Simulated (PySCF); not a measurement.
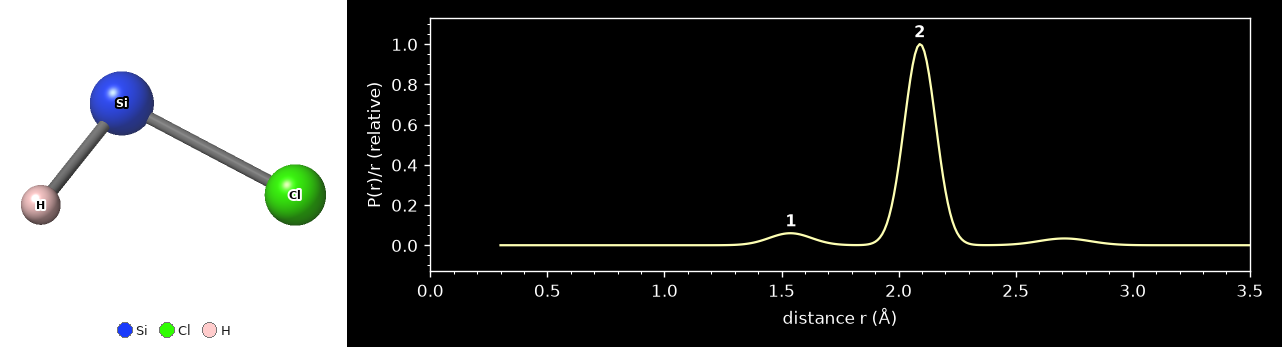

Simulated gas electron diffraction: radial distribution curve of ClHSi. Each pair of atoms contributes with weight ZᵢZⱼ/r; damping constant 0.001 Å²; vibrational amplitudes assumed, not computed: 0.05 Å for bonds, 0.078 Å for bonds to H, 0.06 + 0.015 r up to 0.15 Å for other pairs. The geometry is the end point of an optimisation (PySCF 2.14.0, density-fitted response routines, PBE0-D3(BJ)/def2-SVP geometry optimisation, gas phase); it may be a saddle point or a higher isomer. SMILES: [SiH]Cl.

Assign the numbered peaks of the radial distribution curve (– bonded, ··· not bonded).

Answer. Peak 1, 1.54 Å: Si–H 1.54 Å
Peak 2, 2.09 Å: Cl–Si 2.09 Å
